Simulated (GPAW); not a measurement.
# URPBE/real-space grid (scalar-relativistic datasets) run of [NH3]+ (SMILES [NH3+])

Aim: energy and one-electron properties of [NH3]+. 

The results are computed with GPAW 26.7.0.

1 further run of the same task is left out (set aside as unsound or not needed).

## Step 1: The system as given

[NH3]+ has 4 atoms, charge +1, and is taken as a doublet. SMILES: `[NH3+]`. The coordinates come from a GFN2-xTB relaxation.

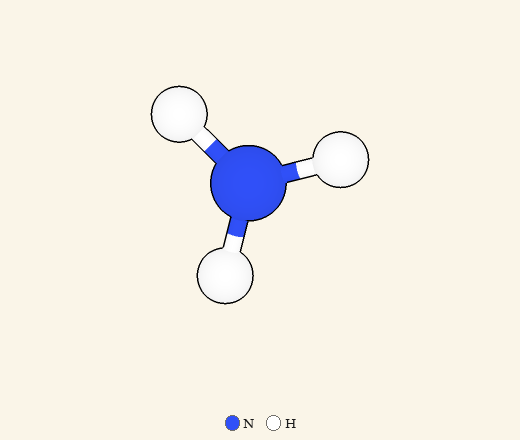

The structure, seen from a chosen angle (nitrogen blue, hydrogen white).

## Step 2: Energy and one-electron properties at URPBE/real-space grid (scalar-relativistic datasets)

The input, molecule.xyz:

```xyz
4

N      0.000140    -0.000820    -0.000330
H      0.510700    -0.238750     0.859300
H     -0.995460    -0.239520    -0.089810
H      0.484620     0.479080    -0.769160
```

The input, run.py:

```python
from ase.io import read
from gpaw import GPAW

# Structure
mol = read('molecule.xyz')
mol.center(vacuum=4.5)
mol.set_initial_magnetic_moments([1.0, 0.0, 0.0, 0.0])

# GPAW settings
calculator = GPAW(mode='fd',
                  h=0.18,
                  xc='RPBE',
                  charge=1,
                  occupations={'name': 'fermi-dirac', 'width': 0.01, 'fixmagmom': True},
                  maxiter=100,
                  symmetry='off',
                  txt='-')
mol.calc = calculator

energy = mol.get_potential_energy()
print(f'Energy                  {energy:.5f} eV')
forces = mol.get_forces()
print('Forces (eV/Ang)')
for symbol, f in zip(mol.symbols, forces):
    print(f'{symbol:2} {f[0]:9.4f} {f[1]:9.4f} {f[2]:9.4f}')
print('Moments:', mol.get_magnetic_moments().round(3))
```

Command:

```console
$ python3 run.py
```

Output:

```text
[...]
Number of symmetries: 1
[...]
  Number of IBZ points: 1
[...]
Spin-components: 2 (collinear spins)
Bands:           7
[...]
  Valence electrons: 8.0
[...]
  Grid points: [60 52 60]
  Charge: 1.0  # |e|
[...]
    cutoffs:
[...]
occupation numbers:
  Fixed magnetic moment: 1.000
[...]
xc functional:
  name: RPBE with 2 nearest neighbor stencil
[...]
|iter     |     time |      energy | eigst |  dens |  magmom |
[...]
|iter:   1| 00:00:04 |  -12.317295 | +1.37 |       |  +1.0005|
[...]
|iter:  14| 00:00:35 |   -9.011952c| -7.74c| -5.79c|  +1.0000|
Converged in 14 steps
[...]
Energy contributions relative to reference atoms: (reference = -1521.659961)
Energy contributions:
  Kinetic:          10.193138
  Coulomb:         -11.495670
  Zero:              0.397410
  External:          0.000000
  Xc:               -8.106829
  Entropy:          -0.000000
  Spinorbit:         0.000000
  ----------------------------
  Free energy:      -9.011952
  Extrapolated:     -9.011952
dipole moment: (5.496899, 4.739280, 5.269071)  # |e|*Ang
Total magnetic moment: (0.000000, 0.000000, 1.000000)
Local magnetic moments
|        x |        y |         z |
|----------|----------|-----------|
| 0.000000 | 0.000000 |  0.383040 |  # N    0
| 0.000000 | 0.000000 | -0.009492 |  # H    1
| 0.000000 | 0.000000 | -0.009525 |  # H    2
| 0.000000 | 0.000000 | -0.009482 |  # H    3
Fermi levels: -15.949, -21.496
Eigenvalues  # (at kpt = [0.000, 0.000, 0.000])
| band index |      eig [eV] | occ [0-1] |      eig [eV] | occ [0-1] |
|------------|---------------|-----------|---------------|-----------|
|          0 |       -32.222 |     1.000 |       -30.848 |     1.000 |
|          1 |       -22.302 |     1.000 |       -21.901 |     1.000 |
|          2 |       -22.297 |     1.000 |       -21.897 |     1.000 |
|          3 |       -17.968 |     1.000 |       -14.424 |     0.000 |
|          4 |        -7.435 |     0.000 |        -7.056 |     0.000 |
|          5 |        -5.147 |     0.000 |        -5.006 |     0.000 |
|          6 |        -5.130 |     0.000 |        -4.991 |     0.000 |
Gap: 3.543 eV
Transition (v -> c):
[...]
Forces (eV/Ang)
N    -0.0399   -0.0491    0.0152
H     0.0804   -0.0412    0.1294
H    -0.1436   -0.0416   -0.0199
H     0.0774    0.0739   -0.1188
Moments: [ 0.383 -0.009 -0.01  -0.009]
```

Run time: 36 s. Hardware: 1 thread of Intel Xeon at 2.70GHz, shared host; peak memory 0.64 GiB.

## Step 3: What came out

At URPBE/real-space grid (scalar-relativistic datasets):

| quantity | value |
| --- | --- |
| energy as printed (from the program's reference atoms) | -9.0120 eV |
| HOMO energy (highest over α and β) | -17.97 eV |
| LUMO energy (lowest over α and β) | -14.42 eV |
| largest force on an atom | 0.160 eV/Å |
